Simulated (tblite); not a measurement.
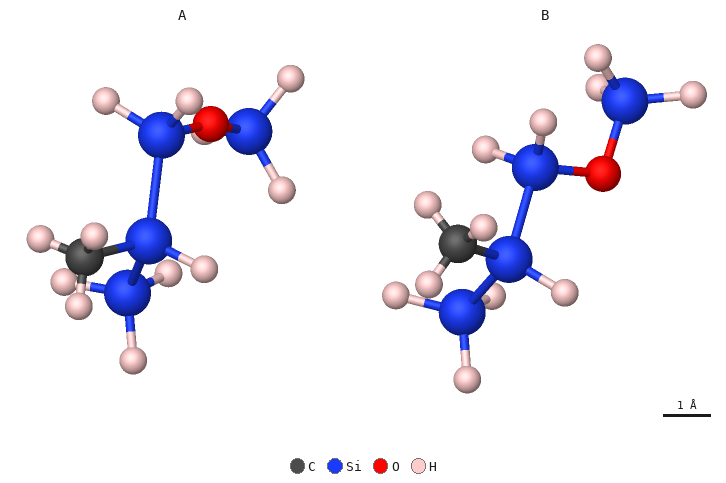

Two geometries of CH$_{12}$OSi$_{4}$, drawn at one scale. One is the start of a relaxation, the other its converged end. The picture is a ball-and-stick view, seen from a free direction.

Theory: tblite, GFN2-xTB geometry optimisation, gas phase. 

> Which one is relaxed?

Structure A is the relaxed one. The atom that moves furthest after the best rigid fit is an H atom (2.35 Å). Largest moves by element: H 2.35 Å, O 1.35 Å, Si 1.11 Å, C 0.36 Å. Some distances before and after: Si–Si 2.761 → 3.202 Å, Si–Si 2.223 → 2.331 Å, O–Si 1.705 → 1.612 Å, O–Si 1.722 → 1.629 Å. Bond angles that change, for instance: Si–O–Si 107.4° → 162.3°, Si–Si–H 110.1° → 119.1°, Si–Si–Si 107.3° → 116.0°. Groups turn about O–Si by about 155°, O–Si by about 150°, Si–Si by about 35°. The energy falls by 1.133 eV in 224 geometry steps. The run took 2.1 s on 1 thread of Arm Neoverse V1, with other jobs on the host.
